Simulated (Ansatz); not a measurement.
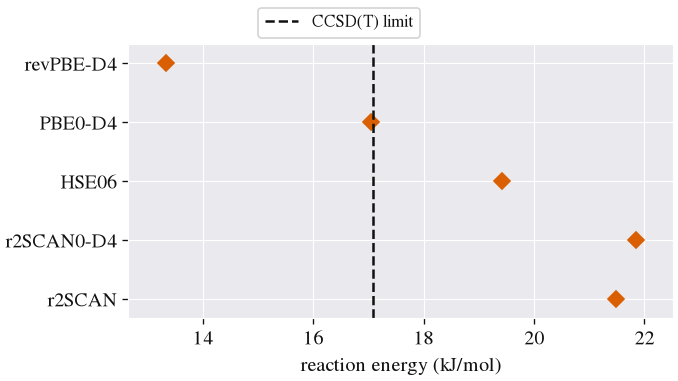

Electronic reaction energy of GeHSF₃ ([F][Ge]([F])([F])[SH]) + GeH₂S ([SH][GeH]) [singlet] → GeH₂S₂F₂ ([F][Ge]([F])([SH])[SH]) + GeHF ([F][GeH]) [singlet] (SMILES in brackets) at several levels (functionals in def2-TZVPP unless a basis is named), isolated molecules at PBE0-D4 triple-zeta geometries, minima by their frequencies, no zero-point or thermal terms, the Ansatz code 0.2.0. The line is frozen-core CCSD(T) at the basis limit (MP2 extrapolated from triple and quadruple zeta, plus CCSD(T) less MP2 in a smaller set). No dispersion term is added to HSE06 and r2SCAN.

Question: Which level comes closest to the line (CCSD(T) limit), and which misses most?

Answer: Closest PBE0-D4 (17.0 kJ/mol), against 17.1 kJ/mol; farthest r2SCAN0-D4 (21.8 kJ/mol).

Question: Give the values.

Answer:
```
        level  kJ/mol  less CCSD(T) limit
    revPBE-D4    13.3                −3.8
      PBE0-D4    17.0                 0.0
        HSE06    19.4                 2.3
   r2SCAN0-D4    21.8                 4.8
       r2SCAN    21.5                 4.4
CCSD(T) limit    17.1                 0.0
```

Caveats: no scalar relativity up to krypton; outer-core shells are correlated without core-valence functions, which makes the correlated values less sure.
